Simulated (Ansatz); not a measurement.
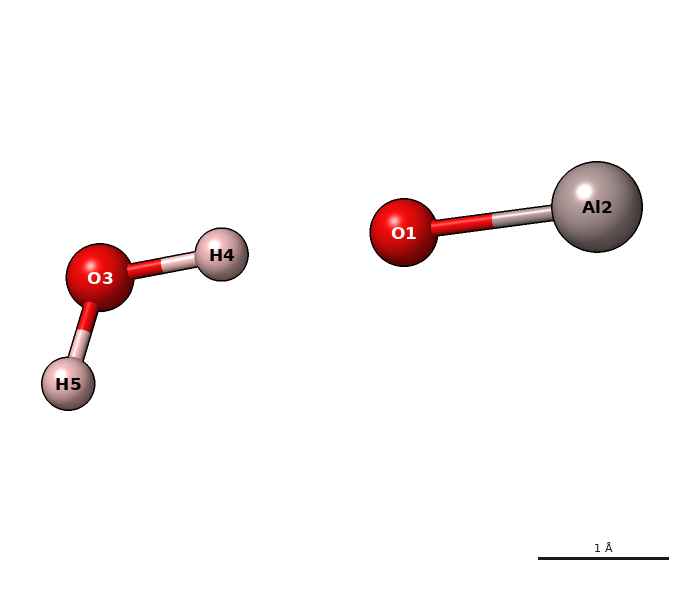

Charge −1, singlet. Computed geometry: PBE0-D4/def2-TZVPD optimisation. No frequency run is at hand to confirm it as a minimum.

Which hydrogen bonds does the structure hold? Count O, N, F, S and Cl donors.

```
   D–H···A  D–H (Å)  H···A (Å)  angle (°)            kind
O3–H4···O1     1.02       1.55        176  intermolecular
```
